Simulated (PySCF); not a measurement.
Excited-state calculation, with input and output: BCl2O

- system: BCl2O, multiplicity 2
- method: ADC(2)/aug-cc-pVDZ, UHF (PySCF 2.14.0)

The geometry comes from this level: PBE0-D4/def2-TZVP.

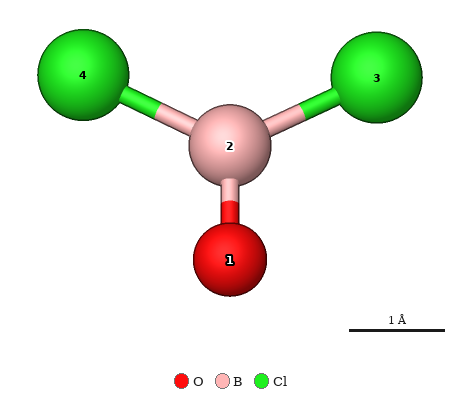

Figure 1. The input geometry (ball-and-stick view, seen at a tilt; atoms are numbered from 1 in the order of the input). Bond lengths as drawn: B–Cl 1.74 Å and B–O 1.33 Å.

### Results in brief

```json
{"quantity": "outcome", "value": "converged"}
{"quantity": "SCF energy", "value": "−1018.662921 hartree"}
{"quantity": "correlation energy", "value": "−0.517027 hartree"}
{"quantity": "basis functions", "value": "100"}
{"quantity": "⟨S²⟩", "value": "0.760"}
{"quantity": "lowest excitation", "value": "1.12 eV"}
{"quantity": "hardware", "value": "1 thread of AMD EPYC (Zen 5), 16 GiB of memory available, shared host"}
{"quantity": "wall time", "value": "13 s"}
{"quantity": "peak memory", "value": "1 GiB"}
```

### Input (input.py)
```python
from pyscf import gto, adc

mol = gto.M(
    atom='''
O        0.159300      -1.173100      -0.780100
B        0.021500      -0.075700      -0.045700
Cl      -1.514200       0.187800       0.737800
Cl       1.388900       1.000900       0.067700
''',
    max_memory=1860,
    verbose=3,
    spin=1,
    charge=0,
    basis='aug-cc-pvdz',
)

mf = mol.UHF()
mf.conv_tol = 1e-10
mf.kernel()
if not mf.converged:
    mf = mf.newton().run(mf.mo_coeff, mf.mo_occ)

myadc = adc.ADC(mf, frozen=(12, 12))
myadc.method = 'adc(2)'

myadc.method_type = 'ee'
e, vec, osc, x = myadc.kernel(nroots=1)

roots = e * 27.211386
print('root  energy (eV)  strength')
for i, (w, f) in enumerate(zip(roots, osc), 1):
    print('%3d %10.4f %10.5f' % (i, w, f))
```

Launch command:
```bash
OMP_NUM_THREADS=1 python input.py
```

### Log
```
WARN: HOMO -0.399041083970453 >= LUMO -0.399041083970453

converged SCF energy = -1018.66292111737  <S^2> = 0.76005315  2S+1 = 2.010028
MP2 correlation energy of reference state (a.u.) = -0.51702668
root  energy (eV)  strength
  1     1.1154    0.00000
```
